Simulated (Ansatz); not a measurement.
## Molecular dynamics of CH9ClOSi2 (part 3 of 3)

The same run, continued: CH9ClOSi2; UKS PBE-D4/STO-3G (Ansatz 0.2.0). It belongs to a series of runs on one base structure; here: dynamics from the start.

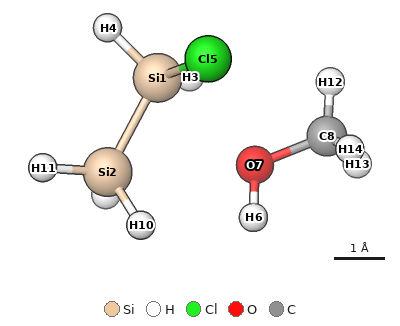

Fig. 1: The geometry at step 96 of the log (ball-and-stick view, seen on its broad side; atoms are numbered from 1 in the order of the input).

Trajectory as extended XYZ, continued
```
14
Properties=species:S:1:pos:R:3:forces:R:3 step=43 time_fs=21.5 energy=-31129.39181 temperature=849.6
Si   -1.1097   -0.6100    0.2391   -0.9112   0.8961   0.1183
Si    0.5829   -0.7112    1.9242   -0.2615   0.5266  -1.2063
H    -1.2970   -1.0962   -1.1510   -0.1876  -0.4743   0.5243
H    -2.2526   -1.2493    0.8847    0.0968  -0.4151   0.3264
Cl   -2.1107    1.3779    0.3739    0.8581  -0.7067  -0.2434
H     1.2015    0.5908   -0.1362   -2.5169  -1.2378  -3.1155
O     0.4270    0.1201   -0.9071    3.3490   2.2415   1.5533
C     0.5246    0.9757   -2.2079   -0.2567  -0.1852   3.1334
H     1.6508   -1.6967    1.7877   -0.4370  -0.4179   0.1492
H     1.4071    0.5000    1.9778   -0.3116   0.1557  -0.1316
H    -0.1444   -0.7227    3.1731    0.0754  -0.3590   0.3123
H    -0.3287    0.8543   -2.8644   -1.0431  -0.5034  -0.2460
H     1.4260    0.6915   -2.7058    1.5546  -0.4603  -0.9807
H     0.5900    2.0073   -1.8584   -0.0084   0.9397  -0.1937
14
Properties=species:S:1:pos:R:3:forces:R:3 step=54 time_fs=27.0 energy=-31129.79257 temperature=1101.2
Si   -1.0818   -0.6434    0.2940   -2.1609   1.1091  -0.5805
Si    0.5340   -0.7284    1.8986    0.3165   0.9431   0.0906
H    -1.1588   -1.2624   -1.0278    0.0608  -0.3556   0.0427
H    -2.3143   -1.2500    0.8126    0.3105  -0.2159   0.5831
Cl   -2.1216    1.4003    0.3796    1.2905  -1.3189  -0.3316
H     1.1725    0.4952   -0.2598    1.2166   1.4087  -0.2199
O     0.5012    0.1890   -0.9474   -1.5811  -1.5642  -0.1914
C     0.5126    0.9557   -2.2024    2.0291   0.9328  -0.6309
H     1.6407   -1.6649    1.7423   -0.3158  -0.3130   0.0691
H     1.2266    0.5698    1.7793   -0.1543  -0.2435   0.0677
H    -0.0467   -0.7107    3.2485    0.1598  -0.3104  -0.3549
H    -0.4009    0.7442   -2.8578    0.6286   0.0920   1.2044
H     1.4565    0.6721   -2.8424   -1.3803   0.3807   0.9498
H     0.6125    2.0564   -1.9293   -0.4199  -0.5449  -0.6983
14
Properties=species:S:1:pos:R:3:forces:R:3 step=64 time_fs=32.0 energy=-31129.66494 temperature=1023.9
Si   -1.0751   -0.6643    0.3386   -3.3428   0.3426  -0.6969
Si    0.4924   -0.7362    1.8750    0.9661   0.5688   0.5020
H    -1.0224   -1.4897   -0.8844    0.2274   0.4183   0.0635
H    -2.3047   -1.3074    0.8850    0.5288   0.2621   0.1208
Cl   -2.1225    1.4114    0.3824    1.3918  -1.7364  -0.4224
H     1.3919    0.7026   -0.3876   -2.5980  -1.3917  -1.8046
O     0.5505    0.2312   -0.9870    3.1710   0.4510   4.5038
C     0.5316    0.9553   -2.1991   -1.3094   1.2360  -1.0120
H     1.5550   -1.7138    1.7157   -0.0036  -0.0666  -0.1939
H     1.0334    0.5904    1.6169    0.5722   0.0116   0.4761
H     0.0683   -0.7742    3.2606   -0.2673  -0.0396   0.0094
H    -0.4149    0.6428   -2.6501   -0.6065   0.0538  -0.7238
H     1.3333    0.6894   -2.8595    1.4762  -0.6355  -1.1614
H     0.5442    2.0564   -2.1262   -0.2058   0.5256   0.3393
14
Properties=species:S:1:pos:R:3:forces:R:3 step=75 time_fs=37.5 energy=-31129.35150 temperature=820.6
Si   -1.0983   -0.6828    0.3802   -2.3035   0.7306  -0.8565
Si    0.4567   -0.7388    1.8544    1.9016   0.6063   1.2445
H    -0.8293   -1.6295   -0.7180   -0.2432   0.7061  -0.2804
H    -2.2090   -1.3312    1.0156   -0.8190  -0.2260   0.0833
Cl   -2.1128    1.4099    0.3822    1.2864  -1.9906  -0.4956
H     1.4740    0.8722   -0.6779   -1.3249  -1.6900   1.0209
O     0.6272    0.2701   -0.9782    3.1004   2.1342   1.4258
C     0.5292    0.9740   -2.2336   -1.8685  -0.8140  -3.3457
H     1.4535   -1.7814    1.6361    0.0503   0.2151  -0.2627
H     0.9687    0.6004    1.5674    0.7408  -0.2282   0.6881
H     0.1289   -0.8547    3.2662   -0.3491   0.1571  -0.0812
H    -0.4770    0.5809   -2.5652    0.5650   0.4410  -0.8770
H     1.3519    0.6285   -2.9954   -1.1743   0.6528   1.1198
H     0.4285    2.1077   -2.2640    0.4379  -0.6945   0.6167
14
Properties=species:S:1:pos:R:3:forces:R:3 step=86 time_fs=43.0 energy=-31129.79696 temperature=1104.7
Si   -1.1475   -0.6942    0.4146   -2.5265   0.9362   0.2370
Si    0.4399   -0.7352    1.8463    2.0245   0.5498   1.5063
H    -0.7014   -1.5898   -0.6392   -0.6262   0.2557  -0.7330
H    -2.2631   -1.3795    1.1331    0.2094   0.2711  -0.8076
Cl   -2.0925    1.3923    0.3779    1.0098  -1.8888  -0.5028
H     1.5202    0.8393   -0.5952    1.0417   1.0511   0.2983
O     0.7313    0.3281   -0.9549   -1.9960  -0.5410  -1.8039
C     0.4835    0.9778   -2.3233   -0.6816  -0.6616   2.8663
H     1.3676   -1.7993    1.4897    0.0828   0.0662   0.0377
H     1.1053    0.5551    1.7002    0.3319  -0.1891   0.2955
H     0.0949   -0.8983    3.2519   -0.1511   0.0002  -0.1038
H    -0.4725    0.6005   -2.7121   -0.4627  -0.2682   0.1231
H     1.2451    0.6662   -3.0005    1.6145  -0.2649  -1.3665
H     0.4103    2.0688   -2.2466    0.1297   0.6836  -0.0464
14
Properties=species:S:1:pos:R:3:forces:R:3 step=96 time_fs=48.0 energy=-31129.52455 temperature=934.9
Si   -1.2130   -0.6959    0.4460   -0.5721   1.3746  -0.6968
Si    0.4429   -0.7269    1.8518    1.8490   0.3864   0.8355
H    -0.7383   -1.4698   -0.7244   -0.8131   0.5033  -0.0291
H    -2.3109   -1.3858    1.0796   -0.4764  -0.3115  -0.1318
Cl   -2.0668    1.3630    0.3705    0.6102  -1.4312  -0.4332
H     1.6759    0.9466   -0.4553   -2.6630  -0.8180  -2.6461
O     0.8069    0.3789   -0.9563    0.5340   0.5092   0.0518
C     0.4398    0.9687   -2.3701    3.2743   0.6522   0.9964
H     1.3065   -1.7970    1.3645   -0.0179  -0.1053   0.3558
H     1.3085    0.4624    1.8976   -0.3682  -0.1921  -0.1599
H     0.0219   -0.9393    3.2191   -0.0422  -0.2633   0.1785
H    -0.5223    0.5807   -2.8182    0.4464  -0.0069   1.0651
H     1.3011    0.7186   -3.1307   -1.3559   0.3590   1.1406
H     0.4275    2.0956   -2.2377   -0.4049  -0.6564  -0.5268
14
Properties=species:S:1:pos:R:3:forces:R:3 step=107 time_fs=53.5 energy=-31130.17916 temperature=1354.1
Si   -1.2924   -0.6850    0.4753   -0.3905   0.6985  -0.1940
Si    0.4629   -0.7154    1.8668    0.2588  -0.9750   0.6365
H    -0.9804   -1.2207   -0.8461   -0.1745   0.0740  -0.0202
H    -2.4524   -1.4509    0.9691    0.3289   0.1325   0.0406
Cl   -2.0341    1.3201    0.3590   -0.0276  -0.2356  -0.2329
H     1.5583    1.0823   -0.7428    2.5569   2.5781   0.6605
O     0.8741    0.4313   -0.9749   -3.4440  -2.0443  -3.0488
C     0.4506    0.9682   -2.3832   -0.0112  -0.0599   3.4435
H     1.2379   -1.8221    1.3186    0.0254  -0.1575   0.3630
H     1.4479    0.3299    2.0742   -0.3315   0.4812  -0.3502
H    -0.0596   -1.0450    3.2024    0.2770  -0.0854  -0.3153
H    -0.5134    0.5315   -2.6931   -0.1004  -0.3387   0.1935
H     1.1935    0.8079   -3.1322    1.4545  -0.8557  -1.3431
H     0.3440    2.0564   -2.3354   -0.4217   0.7880   0.1669
14
Properties=species:S:1:pos:R:3:forces:R:3 step=118 time_fs=59.0 energy=-31129.44757 temperature=886.5
Si   -1.3744   -0.6675    0.5009    0.7907  -0.7803  -0.7916
Si    0.4865   -0.7131    1.8872   -0.6511  -1.5111  -0.5403
H    -1.2744   -0.9466   -0.9492    0.4913  -0.4338   0.5681
H    -2.5308   -1.4948    0.8835    0.3035   0.1654   0.4441
Cl   -2.0018    1.2760    0.3458   -0.9197   1.9521   0.1666
H     1.6103    1.4366   -1.0323   -1.5351  -3.8290   1.7106
O     0.9186    0.4797   -1.0290    3.3722   5.0900  -0.6217
C     0.4729    0.9692   -2.3458   -1.5533  -0.5883  -2.1541
H     1.1809   -1.8849    1.3705    0.2479   0.0840   0.0723
H     1.4852    0.3121    2.1543   -0.3952   0.3537  -0.3368
H    -0.0789   -1.1767    3.1349    0.0638   0.1412   0.3998
H    -0.4891    0.4142   -2.5123    0.3122   0.0512  -0.6513
H     1.2160    0.7489   -3.2332   -1.0737   0.2750   1.4273
H     0.1763    2.0791   -2.4068    0.5465  -0.9699   0.3071
14
Properties=species:S:1:pos:R:3:forces:R:3 step=129 time_fs=64.5 energy=-31129.38349 temperature=844.1
Si   -1.4473   -0.6575    0.5197    2.4958  -2.0538  -0.0979
Si    0.5029   -0.7263    1.9034   -1.7069  -1.6638  -0.5983
H    -1.4359   -0.8080   -0.9269    0.7360  -1.1608  -0.0636
H    -2.5460   -1.5067    0.9229   -0.2947  -0.0848   0.5932
Cl   -1.9769    1.2480    0.3338   -1.5577   4.0682   0.4413
H     1.6068    1.2642   -0.8722    3.4132   3.9093   0.9639
O     0.9944    0.5809   -1.0950   -2.5458  -4.4920   1.4399
C     0.4577    0.9532   -2.3382   -1.3619  -0.5724  -0.3371
H     1.1945   -1.9240    1.4440    0.4144   0.3057  -0.1891
H     1.4130    0.3930    2.1393   -0.3309   0.0142  -0.2419
H    -0.0653   -1.2582    3.1466    0.2125   0.5761   0.1057
H    -0.4158    0.2932   -2.4828   -0.4780  -0.0649  -0.1304
H     1.1164    0.7126   -3.1525    1.2420   0.0883  -1.6664
H     0.1049    1.9813   -2.4054   -0.2380   1.1308  -0.2192
14
Properties=species:S:1:pos:R:3:forces:R:3 step=139 time_fs=69.5 energy=-31129.24111 temperature=753.1
Si   -1.4930   -0.6668    0.5359    2.2152  -3.2394   0.9349
Si    0.5033   -0.7526    1.9123   -1.9580  -0.9608  -0.9598
H    -1.4108   -0.9470   -0.8953    0.3389  -0.8117   0.1721
H    -2.6003   -1.5145    1.0871    0.4887   0.6789  -0.1642
Cl   -1.9648    1.2499    0.3257   -1.3796   3.7855   0.1425
H     1.8412    1.3768   -0.6825   -2.7748  -1.2577  -2.9341
O     1.0635    0.6482   -1.1207    1.9810  -0.5740   4.1516
C     0.4205    0.9334   -2.3575    1.6230   1.8083  -2.5804
H     1.3033   -1.8887    1.4706    0.2374   0.2883  -0.1546
H     1.2666    0.4782    2.0637   -0.0680  -0.0340  -0.1485
H    -0.0087   -1.2070    3.1991    0.1137   0.3084   0.1481
H    -0.4205    0.1884   -2.4945    0.3547   0.5048   0.4606
H     1.1535    0.7414   -3.2722   -1.2326   0.5473   1.1085
H     0.0305    2.0137   -2.4399    0.0604  -1.0439  -0.1767
14
Properties=species:S:1:pos:R:3:forces:R:3 step=150 time_fs=75.0 energy=-31130.24628 temperature=1394.9
Si   -1.5195   -0.7064    0.5612    3.2148  -1.6499   0.5025
Si    0.4852   -0.7902    1.9128   -1.4326   0.4090  -0.8701
H    -1.3018   -1.2962   -0.7945   -0.3228   0.2756   0.6942
H    -2.5849   -1.3837    1.2507   -0.6249  -0.1292   0.0701
Cl   -1.9619    1.2801    0.3179   -0.6377   1.4631  -0.2351
H     1.7483    1.5296   -1.0417    0.2063   0.4143  -0.1454
O     1.1486    0.6940   -1.0970   -1.0526  -0.0603  -1.3458
C     0.4088    0.9413   -2.4142    0.2514  -0.3737   2.8446
H     1.4775   -1.7722    1.4636   -0.2441   0.1483   0.0601
H     1.0801    0.5504    1.9385   -0.0216  -0.3128  -0.0996
H     0.0870   -1.0725    3.2909    0.0919  -0.1521  -0.1440
H    -0.3735    0.1705   -2.4185   -0.2563  -0.3377  -0.3172
H     1.0272    0.8691   -3.2838    1.3278  -0.5967  -1.4788
H    -0.0762    1.9150   -2.5102   -0.4997   0.9022   0.4644
```

This output came from the following input.

Input
```yaml
crystal:
  periodic: [false, false, false]
  atoms:
    - { symbol: Si, position_ang: [-1.2364, -0.5406, 0.1647] }
    - { symbol: Si, position_ang: [0.6755, -0.6474, 1.9188] }
    - { symbol: H, position_ang: [-1.6675, -1.1078, -1.1126] }
    - { symbol: H, position_ang: [-2.0394, -1.3601, 1.0929] }
    - { symbol: Cl, position_ang: [-2.0532, 1.3108, 0.341] }
    - { symbol: H, position_ang: [0.9094, 0.1749, 0.2521] }
    - { symbol: O, position_ang: [0.4012, 0.1153, -0.9162] }
    - { symbol: C, position_ang: [0.5156, 0.9592, -2.0309] }
    - { symbol: H, position_ang: [1.3535, -1.9418, 1.7821] }
    - { symbol: H, position_ang: [1.7126, 0.2968, 2.383] }
    - { symbol: H, position_ang: [-0.1782, -0.7694, 3.1051] }
    - { symbol: H, position_ang: [-0.2993, 0.7188, -2.7147] }
    - { symbol: H, position_ang: [1.4719, 0.7831, -2.53] }
    - { symbol: H, position_ang: [0.4342, 2.0081, -1.7352] }
magnetization:
  spin_polarized: true
basis:
  gaussian: { orbitals: STO-3G }
hamiltonian:
  xc: pbe
  dispersion: d4
md:
  timestep: 0.5
  n_steps: 150
  ensemble: nve
  temperature: 300.0
  initial_velocities: maxwell_boltzmann
  seed: 84584
```

Command:
```bash
ansatz run input.yaml --threads 1 --pin off --max-ram 2048MiB --backend cpu --events-out ev --progress --plain --runs-dir out
```

Results in brief

| quantity | value |
| --- | --- |
| outcome | finished |
| mean temperature over the second half | 1014 K |
| trajectory | 150 steps, 75 fs |
| ensemble | nve |
| temperature in the input | 300.0 K |
| time step | 0.5 fs |
| potential energy (last step) | −31130.2463 eV |
| mean-field energy (last step) | −31129.9338 eV |
| largest force (length of the vector) (last step) | 3.648 eV/Å |
| hardware | 1 thread of Intel Xeon (Sapphire Rapids), 10 GiB of memory available, shared host |
| wall time | 8.2 min |
| peak memory | 0.15 GiB |

Notes

So short a trajectory is not equilibrated.
